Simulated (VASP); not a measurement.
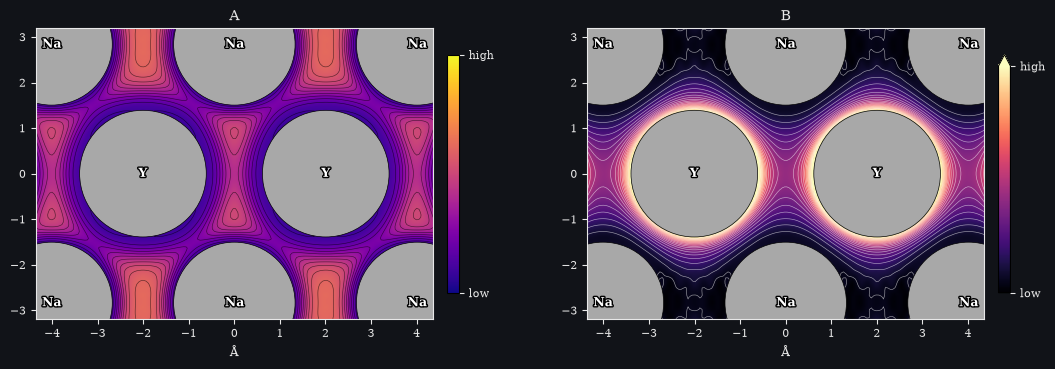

NaY: 2 fields on the (101) plane of the conventional cell, with unlabelled colour scales. Grey discs cover the atomic cores.

Space group Pm-3m; a structure from a database of computed crystals, not necessarily the ambient phase; a generated structure, not necessarily the stable one.

Method: VASP 6.6.1, Kohn-Sham DFT of a periodic cell, PBE, VASP PAW PBE potentials, recommended.

### The panels show electron localisation function and valence pseudo-density in some order. Assign them.

Panel A: electron localisation function. Panel B: valence pseudo-density. From the grid: Na–Y (3.47 Å): the density is about 0.07 e/Å³ at the midpoint, with its minimum of 0.06 e/Å³ about 1.3 Å from Na; the ELF is about 0.20 at the midpoint: no shared electron pair shows on this line.
